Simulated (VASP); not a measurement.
Band structure of CuI (relaxed from the zinc blende structure, space group F-43m). Calculation: r2SCAN meta-GGA, VASP's PBE PAW potentials (set 64) (plane waves; VASP 6.6.1).

Unless said otherwise, spin-orbit coupling is left out, though it shifts the bands of the heavy elements here.

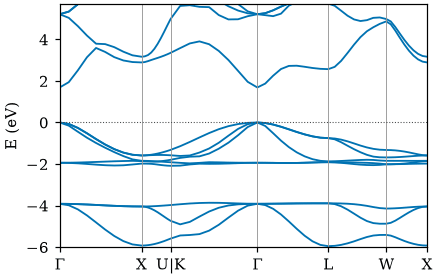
Figure: Bands along high-symmetry lines, zero at the valence-band maximum or, without a gap, the Fermi level

Problem. Read the plot: is there a gap, and where are the band edges?

Solution. The gap is direct, 1.69 eV, from the valence maximum at Γ to the conduction minimum at Γ.

The structure was generated: CuI was put into the zinc blende type (F-43m), which need not be its known phase. It was relaxed first, which changed the volume by -11 %.
